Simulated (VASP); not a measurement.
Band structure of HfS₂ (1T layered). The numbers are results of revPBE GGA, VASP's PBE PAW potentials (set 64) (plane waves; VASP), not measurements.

Without a dispersion term in the relaxation, distances and binding between the weakly bound layers, chains or molecules are unreliable, and so is what depends on them. Unless said otherwise, spin-orbit coupling is left out, though it shifts the bands of the heavy elements here.

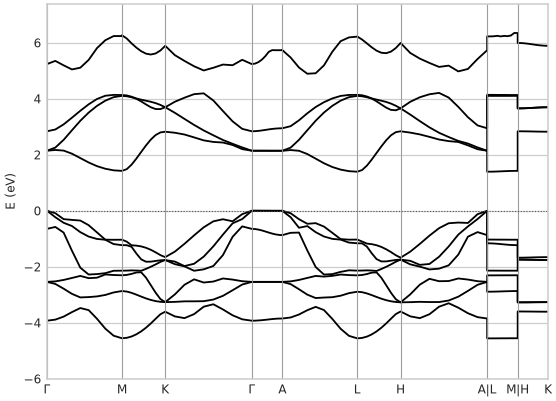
Bands along high-symmetry lines, zero at the valence-band maximum or, without a gap, the Fermi level

Q: Read the plot: is there a gap, and where are the band edges?

A: The gap is indirect, 1.39 eV, from the valence maximum at Γ to the conduction minimum at L. (Edges off the drawn lines would not show.)

Measured: gap 1.80 eV (computed value off by -0.41 eV), as given by Miłosz Rybak et al., Nanomaterials (2022), arXiv:2210.12074.

The compound is HfS2 in the 1T layered structure. It was relaxed first, which changed the volume by +37 %.
